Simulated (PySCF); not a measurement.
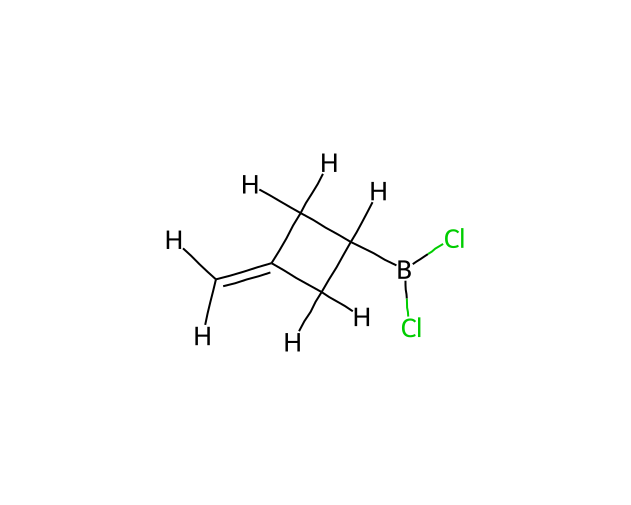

A structural formula.

Question: Write the SMILES.

Answer: C=C1CC(B(Cl)Cl)C1

Question: What is the molecular formula?

Answer: C5H7BCl2.

The parts below concern this one geometry. Atoms keep their numbers from picture to picture. Computed geometry: PBE0-D3(BJ)/def2-SVP optimisation. No frequency run is at hand to confirm it as a minimum.

### Electronic properties

No frequency run is at hand to confirm it as a minimum. Properties computed with ωB97X-D/def2-SVPD in dichloromethane (IEF-PCM) (PySCF 2.14.0). Excitations: vertical, linear response.

Question: Give the brightest of the 6 lowest singlets at this level.

Answer: 6.69 eV.

Question: Estimate the mean static polarisability.

Answer: 126.6 bohr³.

Question: What is the lowest vertical singlet excitation?

Answer: 5.84 eV.

Question: Give the dipole moment at this level.

Answer: 1.65 D.

### Charges

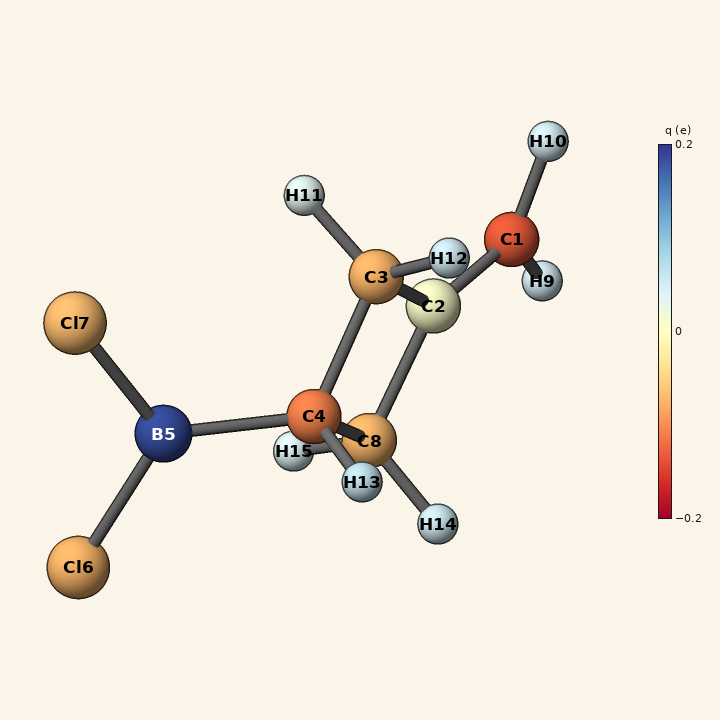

Atoms are coloured by their Hirshfeld charges. No frequency run is at hand to confirm it as a minimum. Method: PBE0/pcSseg-1 in chloroform (IEF-PCM) (PySCF 2.14.0).

Give the Hirshfeld charges atom by atom.

| atom | value (e) |
| --- | --- |
| C1 | −0.13 |
| C2 | 0.01 |
| C3 | −0.07 |
| C4 | −0.11 |
| B5 | 0.18 |
| Cl6 | −0.07 |
| Cl7 | −0.07 |
| C8 | −0.07 |
| H9 | 0.05 |
| H10 | 0.05 |
| H11 | 0.04 |
| H12 | 0.05 |
| H13 | 0.06 |
| H14 | 0.05 |
| H15 | 0.04 |

### Ring current

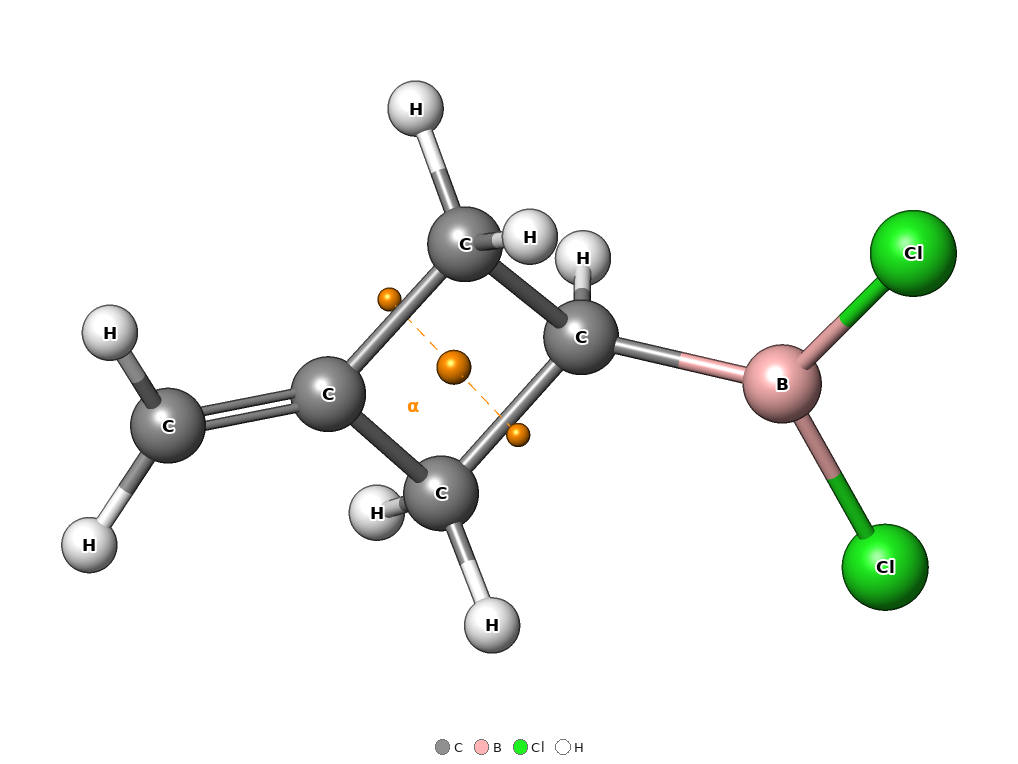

The small points mark where nucleus-independent chemical shifts (NICS) were computed: at the centre of each lettered ring and 1 Å above and below it. No frequency run is at hand to confirm it as a minimum. Properties computed with GIAO PBE0/pcSseg-1 NMR shielding, non-relativistic, IEF-PCM dichloromethane (PySCF 2.14.0).

Give NICS(0), NICS(1) and the out-of-plane component NICS(1)zz for each ring (means of the two sides).

```csv
ring,members,NICS(0),NICS(1),NICS(1)zz
α,C4,2.3,−0.7,3.6
```

Values in ppm.
